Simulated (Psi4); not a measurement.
# Excited-state calculation, with input and output: AlF2

AlF2, multiplicity 2, SMILES [F][Al][F], computed with TDDFT (wB97X-D)/def2-SVP, UKS (Psi4 1.11).

The geometry was optimised with wB97X-D/def2-SVP.

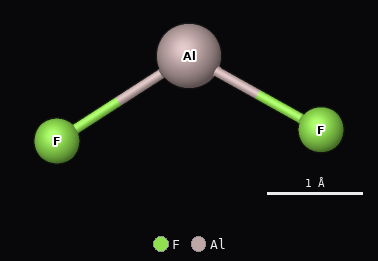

Figure 1. The input geometry (ball-and-stick view, seen at a tilt). Sticks mark near contacts.

**Key numbers**

```tsv
quantity	value
outcome	converged
total energy	−441.911405 hartree
dispersion energy	−0.000213 hartree
basis functions	46
⟨S²⟩	0.751
dipole moment	1.96 D
lowest excitation	4.25 eV
hardware	1 thread of Intel Xeon (Granite Rapids), 192 GiB of memory available, shared host
wall time	8.1 s
peak memory	0.28 GiB
```

**Input file (job.inp)**
```python
memory 1600 mb

molecule system {
  0 2
  F      0.648365    -1.290903     0.190292
  Al     0.317594     0.336428     0.288014
  F     -1.015685     0.928711    -0.511615
  units angstrom
}

set {
  basis def2-SVP
  reference uks
  save_jk true
}

from psi4.driver.procrouting.response.scf_response import tdscf_excitations
energy_value, wavefunction = energy('wb97x-d', return_wfn=True)
states = tdscf_excitations(wavefunction, states=4, tda=False)
print_variables()
```

Run as:
```bash
psi4 job.inp job.out -n 1
```

**What the program printed**
```
Psi4 1.11 release

   => Loading Basis Set <=

    Name: DEF2-SVP
    Role: ORBITAL
    Keyword: BASIS

   => WB97X-D: Empirical Dispersion <=

    Chai and Head-Gordon Dispersion Correction

        s6 =       1.000000

         ---------------------------------------------------------
                                   SCF
                              UKS Reference
                        1 Threads,   1525 MiB Core
         ---------------------------------------------------------

  ==> Geometry <==

    Molecular point group: cs
    Full point group: Cs

    Geometry (in Angstrom), charge = 0, multiplicity = 2:

       Center              X                  Y                   Z               Mass
    ------------   -----------------  -----------------  -----------------  -----------------
         F            0.607221345769    -1.342557686944     0.000000000000    18.998403162730
         AL           0.390214384570     0.306706757005     0.000000000000    26.981538530000
         F           -1.161403945330     0.906972647999     0.000000000000    18.998403162730

  Running in cs symmetry.

  Rotational constants: A =      1.48313  B =      0.21673  C =      0.18909 [cm^-1]
  Rotational constants: A =  44463.18144  B =   6497.25437  C =   5668.88009 [MHz]
  Nuclear repulsion =   89.413397284136636

  Charge       = 0
  Multiplicity = 2
  Electrons    = 31
  Nalpha       = 16
  Nbeta        = 15

  ==> Algorithm <==

  SCF Algorithm Type is DF.
  DIIS enabled.
  MOM disabled.
  Fractional occupation disabled.
  Guess Type is SAD.
  Energy threshold   = 1.00e-06
  Density threshold  = 1.00e-06
  Integral threshold = 1.00e-12

  ==> Primary Basis <==

  Basis Set: DEF2-SVP
    Blend: DEF2-SVP
    Number of shells: 20
    Number of basis functions: 46
    Number of Cartesian functions: 49
    Spherical Harmonics?: true
    Max angular momentum: 2

  ==> DFT Potential <==

   => LibXC <=

    Version 7.1.2

   => Composite Functional: WB97X-D <=

    wB97X-D Hyb-GGA Exchange-Correlation Functional

    Deriv               =              1
    GGA                 =           TRUE
    Meta                =          FALSE

    Exchange Hybrid     =           TRUE
    MP2 Hybrid          =          FALSE

   => Exchange-Correlation Functionals <=

    1.0000   wB97X-D range-separated functional

   => Exact (HF) Exchange <=

    0.7780            HF,LR [omega = 0.2000]
    0.2220               HF

   => LibXC Density Thresholds  <==

    XC_HYB_GGA_XC_WB97X_D:  1.00E-14

   => Molecular Quadrature <=

    Radial Scheme          =       TREUTLER
    Pruning Scheme         =           NONE
    Nuclear Scheme         =       TREUTLER

    Blocking Scheme        =         OCTREE
    BS radius alpha        =              1
    Pruning alpha          =              1
    Radial Points          =             75
    Spherical Points       =            302
    Total Points           =          65625
    Total Blocks           =            560
    Max Points             =            256
    Max Functions          =             45
    Weights Tolerance      =       1.00E-15

   => Loading Basis Set <=

    Name: (DEF2-SVP AUX)
    Role: JKFIT
    Keyword: DF_BASIS_SCF

  ==> Integral Setup <==

  DFHelper Memory: AOs need 0.014 GiB; user supplied 1.048 GiB.
  SCF_SUBTYPE=INCORE selected. In-core MEM_DF algorithm will be used.
  Using in-core AOs.

  ==> MemDFJK: Density-Fitted J/K Matrices <==

    J tasked:                   Yes
    K tasked:                   Yes
    wK tasked:                  Yes
    Omega:                2.000E-01
    Memory [MiB]:              1073
    Algorithm:                 Core
    Schwarz Cutoff:           1E-12
    Mask sparsity (%):       1.9849
    Fitting Condition:        1E-10

   => Auxiliary Basis Set <=

  Basis Set: (DEF2-SVP AUX)
    Blend: DEF2-UNIVERSAL-JKFIT
    Number of shells: 88
    Number of basis functions: 282
    Number of Cartesian functions: 341
    Spherical Harmonics?: true
    Max angular momentum: 4

  Cached 100.0% of DFT collocation blocks in 0.069 [GiB].

  Minimum eigenvalue in the overlap matrix is 3.8815458662E-02.
  Reciprocal condition number of the overlap matrix is 1.2896395997E-02.
    Using symmetric orthogonalization.

  ==> Pre-Iterations <==

  SCF Guess: Superposition of Atomic Densities via on-the-fly atomic UHF (no occupation information).

   -------------------------
    Irrep   Nso     Nmo
   -------------------------
     A'        33      33
     A"        13      13
   -------------------------
    Total      46      46
   -------------------------

  ==> Iterations <==

                           Total Energy        Delta E     RMS |[F,P]|

   @DF-UKS iter SAD:  -441.03087944851461   -4.41031e+02   0.00000e+00
   @DF-UKS iter   1:  -441.77377387824924   -7.42894e-01   1.75209e-02 DIIS/ADIIS
   @DF-UKS iter   2:  -441.70515581029298    6.86181e-02   2.29921e-02 DIIS/ADIIS
   @DF-UKS iter   3:  -441.91104783871555   -2.05892e-01   6.27190e-04 DIIS/ADIIS
   @DF-UKS iter   4:  -441.91136866803942   -3.20829e-04   1.44775e-04 DIIS/ADIIS
   @DF-UKS iter   5:  -441.91140193395597   -3.32659e-05   3.46760e-05 DIIS
   @DF-UKS iter   6:  -441.91140480203745   -2.86808e-06   1.22476e-05 DIIS
   @DF-UKS iter   7:  -441.91140512722944   -3.25192e-07   3.26978e-06 DIIS
   @DF-UKS iter   8:  -441.91140513646650   -9.23706e-09   2.15023e-06 DIIS
   @DF-UKS iter   9:  -441.91140513961938   -3.15288e-09   2.78351e-07 DIIS
  Energy and wave function converged.

  ==> Post-Iterations <==

   Electrons on quadrature grid:
      Nalpha   =   16.0000080801 ; deviation = 8.080e-06
      Nbeta    =   15.0000064133 ; deviation = 6.413e-06
      Ntotal   =   31.0000144934 ; deviation = 1.449e-05

   @Spin Contamination Metric:   9.665372882E-04
   @S^2 Expected:                7.500000000E-01
   @S^2 Observed:                7.509665373E-01
   @S   Expected:                5.000000000E-01
   @S   Observed:                5.000000000E-01

    Orbital Energies [Eh]
    ---------------------

    Alpha Occupied:

       1Ap   -56.232925     2Ap   -24.780957     3Ap   -24.780903
       4Ap    -4.304481     1App   -2.848276     5Ap    -2.845369
       6Ap    -2.843782     7Ap    -1.230445     8Ap    -1.222684
       9Ap    -0.568605    10Ap    -0.532533    11Ap    -0.508068
       2App   -0.504732     3App   -0.488638    12Ap    -0.482914
      13Ap    -0.319607

    Alpha Virtual:

       4App    0.022533    14Ap     0.115589    15Ap     0.119426
      16Ap     0.197227     5App    0.367542    17Ap     0.414649
      18Ap     0.442990     6App    0.502281    19Ap     0.529129
       7App    0.548960    20Ap     0.729257    21Ap     0.868565
      22Ap     1.297919     8App    1.322801    23Ap     1.324268
      24Ap     1.356850     9App    1.365614    25Ap     1.410602
      26Ap     1.707177    27Ap     1.877222    28Ap     3.170303
      10App    3.172793    11App    3.173766    29Ap     3.181005
      30Ap     3.188414    12App    3.229361    13App    3.264208
      31Ap     3.323030    32Ap     3.445974    33Ap     3.642023

    Beta Occupied:

       1Ap   -56.229710     2Ap   -24.778774     3Ap   -24.778721
       4Ap    -4.300547     1App   -2.845478     5Ap    -2.841215
       6Ap    -2.839723     7Ap    -1.224767     8Ap    -1.217010
       9Ap    -0.556989    10Ap    -0.520432     2App   -0.502317
      11Ap    -0.501214     3App   -0.487110    12Ap    -0.479754

    Beta Virtual:

      13Ap    -0.080385     4App    0.038855    14Ap     0.119229
      15Ap     0.137506    16Ap     0.222361     5App    0.389439
      17Ap     0.439502    18Ap     0.481386     6App    0.532431
      19Ap     0.550512     7App    0.569463    20Ap     0.753276
      21Ap     0.878620    22Ap     1.303628     8App    1.326026
      23Ap     1.326961    24Ap     1.359832     9App    1.366612
      25Ap     1.414791    26Ap     1.711979    27Ap     1.882678
      28Ap     3.171276    10App    3.173670    11App    3.176645
      29Ap     3.183008    30Ap     3.194208    12App    3.231761
      13App    3.269326    31Ap     3.327129    32Ap     3.452950
      33Ap     3.647944

    Final Occupation by Irrep:
             Ap   App
    DOCC [    12,    3 ]
    SOCC [     1,    0 ]
    NA   [    13,    3 ]
    NB   [    12,    3 ]

  @DF-UKS Final Energy:  -441.91140513961938

   => Energetics <=

    Nuclear Repulsion Energy =             89.4133972841366358
    One-Electron Energy =                -794.5285123946531485
    Two-Electron Energy =                 291.6528986040822247
    DFT Exchange-Correlation Energy =     -28.4489753225296127
    Empirical Dispersion Energy =          -0.0002133106554647
    VV10 Nonlocal Energy =                  0.0000000000000000
    Total Energy =                       -441.9114051396193759

  UHF NO Occupations:
  HONO-2 :    3App 1.9998833
  HONO-1 :   12 Ap 1.9997186
  HONO-0 :   13 Ap 1.0000000
  LUNO+0 :   14 Ap 0.0002814
  LUNO+1 :    4App 0.0001167
  LUNO+2 :   15 Ap 0.0000597
  LUNO+3 :   16 Ap 0.0000136

Computation Completed

Properties will be evaluated at   0.000000,   0.000000,   0.000000 [a0]

Properties computed using the SCF density matrix

 Multipole Moments:

 ------------------------------------------------------------------------------------
     Multipole            Electronic (a.u.)      Nuclear  (a.u.)        Total (a.u.)
 ------------------------------------------------------------------------------------

 L = 1.  Multiply by 2.5417464519 to convert [e a0] to [Debye]
 Dipole X            :          0.4459793            0.1608981            0.6068774
 Dipole Y            :          0.3502921            0.1264652            0.4767573
 Dipole Z            :          0.0000000            0.0000000            0.0000000
 Magnitude           :                                                    0.7717498

 ------------------------------------------------------------------------------------

	total time  =          2 seconds =       0.03 minutes

******************************************************************************************
**********                               WARNING                                **********
**********       The names of excited state variables changed between 1.5       **********
**********     and 1.6. For a quick solution, remove the symmetry specifier     **********
**********   from the variable name. For full details, see 'Notes on Psivars'   **********
**********                        in the documentation.                         **********
******************************************************************************************

         ---------------------------------------------------------
                         TDSCF excitation energies
         ---------------------------------------------------------

  ==> Options <==

     Residual threshold  : 1.0000e-04
     Initial guess       : denominators
     Reference           : UHF
     Solver type         : RPA (Hamiltonian)

  ==> Requested Excitations <==

      2 singlet states with Ap symmetry
      2 singlet states with App symmetry

  ==> Seeking the lowest 2 singlet states with Ap symmetry

                        Generalized Hamiltonian Solver

  ==> Options <==

    Max number of iterations        = 60
    Eigenvector tolerance           = 1.0000e-04
    Max number of expansion vectors = 400

  => Iterations <=
                              Max[D[value]]     Max[|R|]   # vectors
  HamiltonianSolver iter   1:   2.39156e-01  1.58101e-01      8
  HamiltonianSolver iter   2:   7.81653e-03  4.95620e-02     12
  HamiltonianSolver iter   3:   7.11261e-04  1.56359e-02     16
  HamiltonianSolver iter   4:   4.91476e-05  4.43225e-03     20
  HamiltonianSolver iter   5:   5.15028e-06  1.95013e-03     24
  HamiltonianSolver iter   6:   8.25285e-07  4.55286e-04     28
  HamiltonianSolver iter   7:   4.87625e-08  1.14805e-04     30
  HamiltonianSolver iter   8:   3.58065e-09  9.46855e-05     32      Converged

  ==> Seeking the lowest 2 singlet states with App symmetry

                        Generalized Hamiltonian Solver

  ==> Options <==

    Max number of iterations        = 60
    Eigenvector tolerance           = 1.0000e-04
    Max number of expansion vectors = 400

  => Iterations <=
                              Max[D[value]]     Max[|R|]   # vectors
  HamiltonianSolver iter   1:   2.22170e-01  1.27008e-01      8
  HamiltonianSolver iter   2:   5.43178e-03  3.31716e-02     12
  HamiltonianSolver iter   3:   1.59757e-04  5.76017e-03     16
  HamiltonianSolver iter   4:   7.11844e-06  1.03882e-03     20
  HamiltonianSolver iter   5:   2.16427e-07  2.03774e-04     24
  HamiltonianSolver iter   6:   7.27036e-09  4.74035e-05     28      Converged

******************************************************************************************
**********                               WARNING                                **********
**********  Length-gauge rotatory strengths are **NOT** gauge-origin invariant  **********
******************************************************************************************

                                    Excitation Energy         Total Energy        Oscillator Strength             Rotatory Strength
     #   Sym: GS->ES (Trans)        au              eV              au          au (length)    au (velocity)    au (length)    au (velocity)
    ---- -------------------- --------------- --------------- --------------- --------------- --------------- --------------- ---------------
     1     Ap->App (1 App)     0.15634         4.25419        -441.75507       0.1473          0.1229          0.0000         -0.0000
     2      Ap->Ap (1 Ap)      0.21073         5.73439        -441.70067       0.0005          0.0021          0.0000         -0.0000
     3     Ap->App (1 App)     0.21660         5.89396        -441.69481       0.0000          0.0000          0.0000         -0.0000
     4      Ap->Ap (1 Ap)      0.23057         6.27420        -441.68083       0.0111          0.0069          0.0000         -0.0000

Contributing excitations and de-excitations
Only contributions with abs(coeff) > 1.00e-01 will be printed:

Excited State    1 (1 App):   0.15634 au   291.44 nm f = 0.1473
Alpha orbitals:
  Sums of squares: Xssq =  9.921909e-01; Yssq =  8.140032e-04; Xssq - Yssq =  9.913769e-01
     13ap (a) ->   4app (a)   -0.994053 (98.814%)
Beta orbitals:
  Sums of squares: Xssq =  9.825610e-03; Yssq =  1.202502e-03; Xssq - Yssq =  8.623109e-03

Excited State    2 (1 Ap):   0.21073 au   216.21 nm f = 0.0005
Alpha orbitals:
  Sums of squares: Xssq =  1.710369e-03; Yssq =  2.450482e-04; Xssq - Yssq =  1.465320e-03
Beta orbitals:
  Sums of squares: Xssq =  9.987699e-01; Yssq =  2.352683e-04; Xssq - Yssq =  9.985347e-01
     12ap (b) ->  13ap (b)    0.988930 (97.798%)

Excited State    3 (1 App):   0.21660 au   210.36 nm f = 0.0000
Alpha orbitals:
  Sums of squares: Xssq =  7.787984e-04; Yssq =  1.262756e-04; Xssq - Yssq =  6.525228e-04
Beta orbitals:
  Sums of squares: Xssq =  9.995819e-01; Yssq =  2.344128e-04; Xssq - Yssq =  9.993475e-01
      3app (b) ->  13ap (b)    0.990044 (98.019%)

Excited State    4 (1 Ap):   0.23057 au   197.61 nm f = 0.0111
Alpha orbitals:
  Sums of squares: Xssq =  5.676761e-02; Yssq =  7.404462e-04; Xssq - Yssq =  5.602716e-02
     13ap (a) ->  14ap (a)   -0.223048 ( 4.975%)
Beta orbitals:
  Sums of squares: Xssq =  9.441432e-01; Yssq =  1.703298e-04; Xssq - Yssq =  9.439728e-01
     11ap (b) ->  13ap (b)   -0.960180 (92.195%)
     12ap (b) ->  15ap (b)   -0.107700 ( 1.160%)

******************************************************************************************
**********                               WARNING                                **********
**********       The names of excited state variables changed between 1.5       **********
**********     and 1.6. For a quick solution, remove the symmetry specifier     **********
**********   from the variable name. For full details, see 'Notes on Psivars'   **********
**********                        in the documentation.                         **********
******************************************************************************************

  Variable Map:
  ----------------------------------------------------------------------------
  "CURRENT ENERGY"                       =>    -441.911405139619
  "CURRENT REFERENCE ENERGY"             =>    -441.911405139619
  "DD SOLVATION ENERGY"                  =>       0.000000000000
  "DFT FUNCTIONAL TOTAL ENERGY"          =>    -441.911191828964
  "DFT TOTAL ENERGY"                     =>    -441.911405139619
  "DFT VV10 ENERGY"                      =>       0.000000000000
  "DFT XC ENERGY"                        =>     -28.448975322530
  "DISPERSION CORRECTION ENERGY"         =>      -0.000213310655
  "GRID ELECTRONS ALPHA"                 =>      16.000008080132
  "GRID ELECTRONS BETA"                  =>      15.000006413295
  "GRID ELECTRONS TOTAL"                 =>      31.000014493427
  "NUCLEAR REPULSION ENERGY"             =>      89.413397284137
  "ONE-ELECTRON ENERGY"                  =>    -794.528512394653
  "PCM POLARIZATION ENERGY"              =>       0.000000000000
  "PE ENERGY"                            =>       0.000000000000
  "SCF ITERATION ENERGY"                 =>    -441.911405139619
  "SCF ITERATIONS"                       =>       9.000000000000
  "SCF TOTAL ENERGY"                     =>    -441.911405139619
  "TWO-ELECTRON ENERGY"                  =>     291.652898604082
  "WB97X-D DISPERSION CORRECTION ENERGY" =>      -0.000213310655
  "XC GRID RADIAL POINTS"                =>      75.000000000000
  "XC GRID SPHERICAL POINTS"             =>     302.000000000000
  "XC GRID TOTAL POINTS"                 =>   65625.000000000000

  Array Variable Map:
  ----------------------------------------------------------------------------
  "CURRENT DIPOLE"                       =>       0.606877440702 ... 0.000000000000 1 by 3
  "SCF DIPOLE"                           =>       0.606877440702 ... 0.000000000000 1 by 3
  "SCF TOTAL ENERGIES"                   =>    -441.030879448515 ... -441.911405139619 1 by 10

    Psi4 run time: 0:00:06.98
```

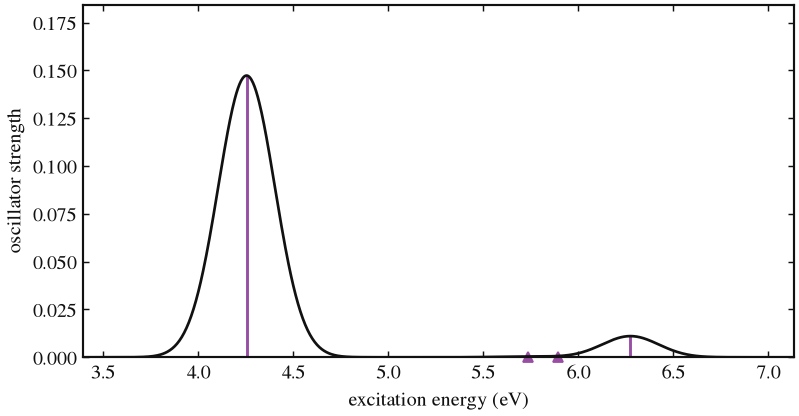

Figure 2. Computed excitations as sticks (degenerate states added up, dark ones marked on the axis), with a Gaussian envelope of 0.35 eV full width at half maximum, scaled to the tallest. Of the 4 states the lowest lies at 4.25 eV (f = 0.147); the strongest line is at 4.25 eV, or 291 nm (f = 0.147).
